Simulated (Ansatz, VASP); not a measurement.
# ZrB2 in two plane-wave programs, part 2 of 2

Wanted: the spread between two codes on one cell, functional and k mesh. The cell is taken from a series of VASP runs on this material, whose earlier steps may have relaxed, scaled or displaced it; both programs get it as it stands. Valence electrons are named where the data sets of a main pair hold unlike numbers.

VASP 6.6.1 and Ansatz 0.2.0.

So far. Step 2 (Ansatz: single point, r2SCAN): The run ends at a pressure of -0.10 GPa. Step 5 (Ansatz: electric field gradients, r2SCAN): The run ends at a pressure of -0.08 GPa.

## 6. VASP: electric field gradients, r2SCAN

Level of this step: r2SCAN; plane waves and PAW (Zr_sv, B) (VASP).

The same cell, functional, mesh and smearing now go to VASP, with its own data sets.

INCAR reads:

```
SYSTEM = ZrB2
PREC = Accurate
ENCUT = 420
EDIFF = 1E-07
NELM = 100
ISMEAR = 0
SIGMA = 0.05
LREAL = .FALSE.
ALGO = Normal
METAGGA = R2SCAN
LASPH = .TRUE.
NBANDS = 15
LORBIT = 11
LWAVE = .FALSE.
LCHARG = .FALSE.
KPAR = 2
LEFG = .TRUE.
```

POSCAR reads:

```
ZrB2
1.0
    3.1690453248      0.0000000000      0.0000000000
   -1.5845226624      2.7444737571      0.0000000000
    0.0000000000      0.0000000000      3.5490419465
Zr B
1 2
Direct
    0.0000000000      0.0000000000      0.0000000000
    0.3333333333      0.6666666667      0.5000000000
    0.6666666667      0.3333333333      0.5000000000
```

KPOINTS reads:

```
Automatic mesh
0
Gamma
7 7 6
0 0 0
```

The projector-augmented-wave data sets are Zr_sv and B (PBE family, release 64).

Command:

```bash
> mpirun -np 2 vasp_std
```

Numbers of over 12 decimals in the logs are rounded to 6 here.

Log:

```text
[banner, memory and clock lines left out]
running    2 mpi-ranks, on    1 nodes
[...]
[... a notice as in an earlier step ...]

 LDA part: xc-table for (None), standard interpolation
 POSCAR, INCAR and KPOINTS ok, starting setup
[...]
entering main loop
       N       E                     dE             d eps       ncg     rms          rms(c)
DAV:   1     0.725370192026E+02    0.72537E+02   -0.88437E+03   960   0.105E+03
DAV:   2    -0.453725194784E+02   -0.11791E+03   -0.11319E+03  1247   0.291E+02
DAV:   3    -0.493887444301E+02   -0.40162E+01   -0.39998E+01  1520   0.459E+01
DAV:   4    -0.494412617389E+02   -0.52517E-01   -0.52511E-01  1111   0.527E+00
[...]
DAV:  13    -0.406276199370E+02    0.13804E-06   -0.49199E-07  1150   0.616E-03    0.757E-04
DAV:  14    -0.406276201241E+02   -0.18706E-06   -0.50122E-08   543   0.182E-03    0.401E-04
DAV:  15    -0.406276201365E+02   -0.12419E-07   -0.76350E-09   536   0.709E-04
ion   1
     0.0000000    -0.0000000    -0.0000000    -1.2325850     0.0000000    -0.0000000
[...]
0.0000000    -0.0000000     0.0000000    -2.9308647     0.0000000    -0.0000000
     0.0000257    -0.0000000     0.0000000    -2.9308646     0.0000000    -0.0000000
     0.0000354    -0.0000000     0.0000000    -2.9308646     0.0000000    -0.0000000
     0.0000487    -0.0000000     0.0000000    -2.9308645     0.0000000    -0.0000000
     0.0000671    -0.0000000     0.0000000    -2.9308644     0.0000000    -0.0000000

ion   3
     0.0000000    -0.0000000    -0.0000000    -2.4466162    -0.0000000    -0.0000000
     0.0000257    -0.0000000    -0.0000000    -2.4466162    -0.0000000    -0.0000000
     0.0000354    -0.0000000    -0.0000000    -2.4466162    -0.0000000    -0.0000000
     0.0000487    -0.0000000    -0.0000000    -2.4466162    -0.0000000    -0.0000000
     0.0000671    -0.0000000    -0.0000000    -2.4466162    -0.0000000    -0.0000000

     0.0000000    -0.0000000    -0.0000000    -2.9308647    -0.0000000    -0.0000000
     0.0000257    -0.0000000    -0.0000000    -2.9308646    -0.0000000    -0.0000000
     0.0000354    -0.0000000    -0.0000000    -2.9308646    -0.0000000    -0.0000000
     0.0000487    -0.0000000    -0.0000000    -2.9308645    -0.0000000    -0.0000000
     0.0000671    -0.0000000    -0.0000000    -2.9308644    -0.0000000    -0.0000000

   1 F= -.40627620E+02 E0= -.40627331E+02  d E =-.578297E-03
```

From OUTCAR (step 6):

```text
  Total        0.0007549      0.0007549      0.0040551      0.0000000      0.0000000      0.0000000
  in kB        0.0391854      0.0391854      0.2104815      0.0000000      0.0000000      0.0000000
  external PRESSURE =       0.0962841 kB  Pullay stress =       0.0000000 kB

 POSITION                                       TOTAL-FORCE (eV/Angst)
 -----------------------------------------------------------------------------------
      0.00000      0.00000      0.00000         0.000000     -0.000000      0.000000
     -0.00000      1.82965      1.77452         0.000000      0.000000      0.000000
      1.58452      0.91482      1.77452        -0.000000     -0.000000      0.000000
 -----------------------------------------------------------------------------------
    total drift:                               -0.000000      0.000000      0.000000

  FREE ENERGIE OF THE ION-ELECTRON SYSTEM (eV)
  ---------------------------------------------------
  free  energy   TOTEN  =       -40.6276201365 eV

  energy  without entropy=      -40.6270418399  energy(sigma->0) =      -40.62733099

[... 1 part as in an earlier step ...]

[... 2 further parts left out ...]
[key lines of the parts left out:]
E-fermi :  10.3661
```

The k-mesh is coarse for a metal.

The run ends at a pressure of 0.01 GPa.

## 7. Comparison

What differs besides the data sets and the points named for the pairs above, as far as they apply: Ansatz adds the response of the frozen cores to the gradients, VASP leaves it out. Total energies have different zeros and are not compared.

Both answers:

```
                                        quantity  Ansatz  VASP  difference
                                  pressure (GPa)   -0.08  0.01       -0.09
pressure without Ansatz's Pulay correction (GPa)   -0.17  0.01       -0.18
                               Vzz at Zr1 (V/Å²)    41.5  38.3        +3.2
                                Vzz at B2 (V/Å²)     1.3   2.4        -1.2
                                Vzz at B3 (V/Å²)     1.3   2.4        -1.2
```

Ansatz's pressure holds a Pulay correction of 0.09 GPa; VASP's holds none.

## 8. Ansatz: band structure, r2SCAN, spin-orbit coupling

A single point gives forces, pressure and levels at one fixed geometry, so differences don't come from the geometry; what else differs is listed under the comparison.

The cell is taken from a series of VASP runs on this material, whose earlier steps may have relaxed, scaled or displaced it; both programs get it as it stands.

input.yaml reads:

```yaml
crystal:
  lattice:
    - [3.1690453248, 0.0, 0.0]
    - [-1.5845226624, 2.7444737571, 0.0]
    - [0.0, 0.0, 3.5490419465]
  atoms:
    - { symbol: Zr, position: [0.0, 0.0, 0.0] }
    - { symbol: B, position: [0.3333333333, 0.6666666667, 0.5] }
    - { symbol: B, position: [0.6666666667, 0.3333333333, 0.5] }
hamiltonian:
  xc: r2scan
  pseudopotentials: { kind: paw_fr }
magnetization:
  noncollinear: true
  spin_orbit: true
kpoints:
  mp_grid: { grid: [6, 6, 5] }
  band_path:
    path:
      - [0.0, 0.0, 0.0]
      - [0.13333, 0.0, 0.0]
      - [0.3, 0.0, 0.0]
      - [0.46667, 0.0, 0.0]
      - [0.46667, 0.06667, 0.0]
      - [0.41111, 0.17778, 0.0]
      - [0.35556, 0.28889, 0.0]
      - [0.28889, 0.28889, 0.0]
      - [0.17778, 0.17778, 0.0]
      - [0.06667, 0.06667, 0.0]
      - [0.0, 0.0, 0.03333]
      - [0.0, 0.0, 0.2]
      - [0.0, 0.0, 0.36667]
      - [0.0, 0.0, 0.5]
      - [0.16667, 0.0, 0.5]
      - [0.3, 0.0, 0.5]
      - [0.46667, 0.0, 0.5]
      - [0.46667, 0.06667, 0.5]
      - [0.41111, 0.17778, 0.5]
      - [0.35556, 0.28889, 0.5]
      - [0.28889, 0.28889, 0.5]
      - [0.17778, 0.17778, 0.5]
      - [0.06667, 0.06667, 0.5]
      - [0.5, 0.0, 0.46667]
      - [0.5, 0.0, 0.3]
      - [0.5, 0.0, 0.13333]
      - [0.33333, 0.33333, 0.0]
      - [0.33333, 0.33333, 0.16667]
      - [0.33333, 0.33333, 0.33333]
      - [0.33333, 0.33333, 0.5]
    npoints: 1
scf:
  occupations: { method: gaussian, width: 0.05 }
  n_extra_bands: 14
output:
  forces: true
  stress: true
  eigenvalues: true
  write_density: true
  write_potential: true
  elf: true
  volumetric_format: npy
```

Command:

```bash
> ansatz run input.yaml --threads 2 --pin off --max-ram 4608MiB --backend cpu --events-out ev --progress --plain --runs-dir out
```

Log:

```text
[...]
non-collinear run that drives no moment, with spin-orbit: no starting moment large enough to seed its density (crystal.atoms[].spin), no starting occupations that ask for one, no magnetisation constraint and no magnetic field, so the semilocal B_xc is pinned to zero
Crystal: 3 atoms, lattice volume = 30.867 Å³
[...]
k-point 1: bands = [... 14 lower, 13.4985, 13.4985, 15.3839, 15.3839, 17.6574, 17.6574, 17.7067, 17.7067, ... 10 higher]
  k-point 2: bands = [... 14 lower, 14.4880, 14.4880, 16.3915, 16.3915, 16.4311, 16.4311, 17.1313, 17.1313, ... 10 higher]
  k-point 20: bands = [... 14 lower, 12.8983, 12.8983, 13.0036, 13.0036, 20.0276, 20.0276, 21.3360, 21.3360, ... 10 higher]
[key lines of the parts left out:]
SCF converged after 7 iterations
Magnetization: |M| = 0.0000 μB,  M = (+0.0000, +0.0000, +0.0000) μB
Free energy (F): -4506.248056 eV
Fermi energy:    15.487903 eV
P = ⅓ Tr σ = 0.0941 GPa (0.941 kbar)
```

Elapsed: 6.9 s, on 2 threads of AMD EPYC 7B13 (Zen 3), shared host; peak memory 0.56 GiB; 13 s of CPU time.

## 9. VASP: band structure, r2SCAN, spin-orbit coupling

The same cell, functional, mesh and smearing now go to VASP, with its own data sets.

INCAR reads:

```
SYSTEM = ZrB2
PREC = Accurate
ENCUT = 420
EDIFF = 1E-06
NELM = 100
ISMEAR = 0
SIGMA = 0.05
LREAL = .FALSE.
ALGO = Normal
METAGGA = R2SCAN
LASPH = .TRUE.
LNONCOLLINEAR = .TRUE.
MAGMOM = 0 0 0 0 0 0 0 0 0
NBANDS = 30
GGA_COMPAT = .FALSE.
LSORBIT = .TRUE.
LMAXMIX = 4
LORBIT = 11
LWAVE = .FALSE.
LCHARG = .FALSE.
KPAR = 2
```

POSCAR is that of step 6.

KPOINTS reads:

```
Automatic mesh
0
Gamma
6 6 5
0 0 0
```

KPOINTS_OPT reads:

```
Line mode
16
Line-mode
Reciprocal
  0.00000000   0.00000000   0.00000000 GAMMA
  0.50000000   0.00000000   0.00000000 M

  0.50000000   0.00000000   0.00000000 M
  0.33333333   0.33333333   0.00000000 K

  0.33333333   0.33333333   0.00000000 K
  0.00000000   0.00000000   0.00000000 GAMMA

  0.00000000   0.00000000   0.00000000 GAMMA
  0.00000000   0.00000000   0.50000000 A

  0.00000000   0.00000000   0.50000000 A
  0.50000000   0.00000000   0.50000000 L

  0.50000000   0.00000000   0.50000000 L
  0.33333333   0.33333333   0.50000000 H

  0.33333333   0.33333333   0.50000000 H
  0.00000000   0.00000000   0.50000000 A

  0.50000000   0.00000000   0.50000000 L
  0.50000000   0.00000000   0.00000000 M

  0.33333333   0.33333333   0.00000000 K
  0.33333333   0.33333333   0.50000000 H
```

Command:

```bash
> mpirun -np 2 vasp_ncl
```

Log:

```text
[... set-up lines as in an earlier step ...]
 entering main loop
       N       E                     dE             d eps       ncg     rms          rms(c)
DAV:   1     0.868682256905E+02    0.86868E+02   -0.84673E+03  1260   0.105E+03
DAV:   2    -0.410329842266E+02   -0.12790E+03   -0.12390E+03  1456   0.313E+02
DAV:   3    -0.493092009670E+02   -0.82762E+01   -0.81967E+01  2308   0.585E+01
DAV:   4    -0.494874669447E+02   -0.17827E+00   -0.17777E+00  1676   0.812E+00
[...]
DAV:  11    -0.406530267263E+02   -0.11691E-03   -0.75281E-05  1450   0.896E-02    0.437E-02
DAV:  12    -0.406530461186E+02   -0.19392E-04   -0.26177E-05  1472   0.515E-02    0.682E-03
DAV:  13    -0.406530453040E+02    0.81465E-06   -0.13616E-06  1428   0.115E-02
   1 F= -.40653045E+02 E0= -.40652454E+02  d E =-.118360E-02  mag=     0.0000     0.0000     0.0000
 Start KPOINTS_OPT (optional k-point list driver)
k-point batch [1-21\144]
       N       E                     dE             ncg
DAV:   1     0.301491797129E+03   -0.66745E+04     1260
DAV:   2    -0.256768308769E+04   -0.28692E+04     1452
DAV:   3    -0.274264144784E+04   -0.17496E+03     2284
DAV:   4    -0.274612404298E+04   -0.34826E+01     1626
DAV:   5    -0.274618512474E+04   -0.61082E-01     1766
DAV:   6    -0.274618570286E+04   -0.57812E-03     1668
DAV:   7    -0.274618571116E+04   -0.82982E-05     1596
DAV:   8    -0.274618571121E+04   -0.53976E-07     1172
[...]
k-point batch [127-144\144]
       N       E                     dE             ncg
DAV:   1     0.176213604737E+04   -0.12208E+05     1080
DAV:   2    -0.577815488946E+03   -0.23400E+04     1256
DAV:   3    -0.700814667104E+03   -0.12300E+03     1880
DAV:   4    -0.703127548901E+03   -0.23129E+01     1434
DAV:   5    -0.703191266172E+03   -0.63717E-01     1544
DAV:   6    -0.703191547717E+03   -0.28154E-03     1398
DAV:   7    -0.703191553671E+03   -0.59536E-05     1470
DAV:   8    -0.703191553754E+03   -0.82914E-07     1006
```

Parts of OUTCAR (step 9):

```text
  Total        0.0982475      0.0982475     -0.0956046      0.0000000      0.0000000     -0.0000000
  in kB        5.0995688      5.0995688     -4.9623867      0.0000000      0.0000000     -0.0000000
  external PRESSURE =       1.7455836 kB  Pullay stress =       0.0000000 kB

 POSITION                                       TOTAL-FORCE (eV/Angst)
 -----------------------------------------------------------------------------------
      0.00000      0.00000      0.00000        -0.000000      0.000000      0.000000
     -0.00000      1.82965      1.77452        -0.000000      0.000000      0.000000
      1.58452      0.91482      1.77452         0.000000     -0.000000     -0.000000
 -----------------------------------------------------------------------------------
    total drift:                               -0.000000      0.000000     -0.000000

  FREE ENERGIE OF THE ION-ELECTRON SYSTEM (eV)
  ---------------------------------------------------
  free  energy   TOTEN  =       -40.6530453040 eV

  energy  without entropy=      -40.6518617050  energy(sigma->0) =      -40.65245350

 magnetization (x)
# of ion       s       p       d       tot
------------------------------------------
    1       -0.000   0.000  -0.000  -0.000
    2        0.000   0.000   0.000   0.000
    3        0.000   0.000   0.000   0.000
--------------------------------------------------
tot         -0.000   0.000  -0.000   0.000

 magnetization (y)
# of ion       s       p       d       tot
------------------------------------------
    1        0.000   0.000   0.000   0.000
    2        0.000   0.000   0.000   0.000
    3        0.000   0.000   0.000   0.000
--------------------------------------------------
tot          0.000   0.000   0.000   0.000

 magnetization (z)
# of ion       s       p       d       tot
------------------------------------------
    1        0.000  -0.000   0.000   0.000
    2        0.000   0.000   0.000   0.000
    3        0.000   0.000   0.000   0.000
--------------------------------------------------
tot          0.000  -0.000   0.000   0.000

[... 1 part as in an earlier step ...]

[... 2 further parts left out ...]
[key lines of the parts left out:]
E-fermi :  10.2387
```

The run ends at a pressure of 0.17 GPa.

## 10. Side by side

What differs besides the data sets and the points named for the pairs above, as far as they apply: spin-orbit coupling enters by fully relativistic files in Ansatz and inside the spheres in VASP. Total energies have different zeros and are not compared.

Both answers:

```
                                        quantity  Ansatz  VASP  difference
                                  pressure (GPa)    0.09  0.17       -0.08
pressure without Ansatz's Pulay correction (GPa)    0.00  0.17       -0.17
```

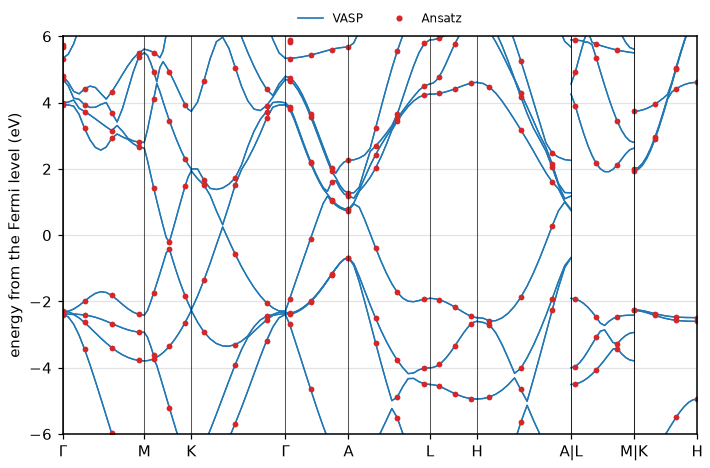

Bands from VASP (lines) and levels from Ansatz (dots). Dots without a line are higher empty bands that the VASP plot leaves out.

Levels from 3 eV below to 2 eV above the Fermi level differ by 1 meV r.m.s. and 3 meV at most; each VASP level is matched to the nearest of Ansatz, which flatters the figure a little. Ansatz's pressure holds a Pulay correction of 0.09 GPa; VASP's holds none.

## 11. What came out

```
difference in pressure (single point, r2SCAN)                                                  : -0.086 GPa
difference in Vzz at Zr1 (electric field gradients, r2SCAN)                                    : 3.2 V/Å²
r.m.s. difference of levels near the Fermi level (band structure, r2SCAN, spin-orbit coupling) : 1.3 meV
```

**Reading.** The difference in pressure is -0.086 GPa (single point, r2SCAN), within the 1 GPa picked in this series as the mark of a large difference. Such differences can come from data sets, numerical settings and the points named under the comparisons, not from the functional's error against experiment.

[Lines on the potential files, build, host, timing and source positions are cut from VASP's logs without a mark.]

[Logs are printed without paths, hosts, clocks, repeated set-up lines and the standing remarks that a program may print on its own settings, such as how far it seeks lower states.]

[Hosts, paths, dates, database ids (printed as entryN), source tags and the programs' standing remarks are cut or masked in the printed files.]
